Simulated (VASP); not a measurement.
Band structure of Ti (hcp). Method: optB88-vdW, VASP's PBE PAW potentials (set 64) (plane waves; VASP).

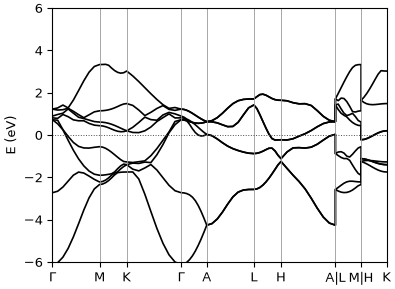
Figure. Bands along high-symmetry lines, zero at the valence-band maximum or, without a gap, the Fermi level

### Question
Read the plot: is there a gap, and where are the band edges?

### Answer
It has no gap at this level: it comes out as a metal or semimetal. (Edges off the drawn lines would not show.)

The compound is Ti in the hcp structure. It was relaxed first.
